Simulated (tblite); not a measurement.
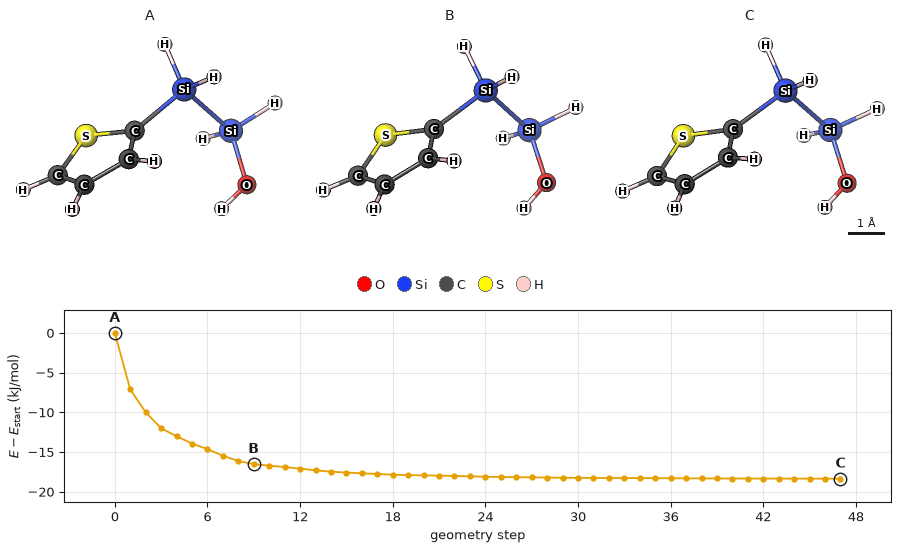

Frames of a relaxation of C₄H₈OSSi₂, marked on the history of the run. The picture is a ball-and-stick view, seen at a tilt.

All numbers below come from GFN2-xTB geometry optimisation, gas phase (tblite). 

What happens along the run?

The largest move after the best rigid fit is that of an H atom, 0.17 Å. By element the largest moves are H 0.17 Å, O 0.12 Å, S 0.08 Å, C 0.08 Å, Si 0.05 Å. Near-neighbour distances that change, for instance: O–Si 1.666 → 1.630 Å, Si–Si 2.349 → 2.314 Å, C–C 1.397 → 1.365 Å, H–Si 1.485 → 1.459 Å. Among the angles between lasting bonds that change: O–Si–H 109.0° → 99.9°, Si–O–H 116.3° → 122.9°, Si–Si–H 110.1° → 116.1°. After 47 geometry steps the energy has fallen by 18.3 kJ/mol. Cost: 0.7 s on 1 thread of Arm Neoverse N1 (shared host). From step 0 to 9: an H atom moves most (0.13 Å), energy −16.5 kJ/mol. From step 9 to 47: an H atom moves most (0.12 Å), energy −1.83 kJ/mol.
